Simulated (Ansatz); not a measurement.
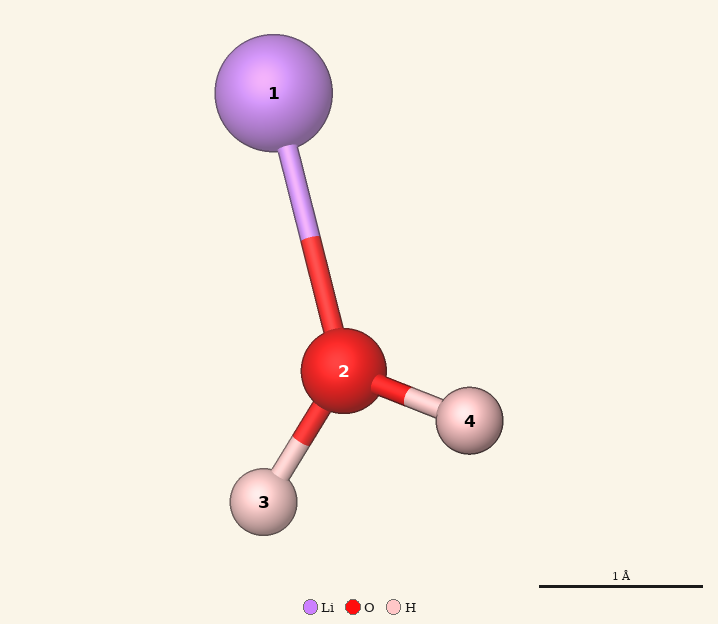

(Drawn from a calculation with Ansatz.)

Orthographic view. Depth is shown by fading: the farther an atom, the more it takes the colour of the background. State: charge +1, singlet. Geometry: a fixed input geometry, not necessarily a minimum.

Write a Z-matrix (Å, degrees) in the order of the atom numbers, with these reference atoms: 2 to 1; 3 to 2, 1; 4 to 2, 3, 1.

```
Li 
O    1   1.816
H    2   0.969   1   127.5
H    2   0.969   3   104.9   1   179.9
```
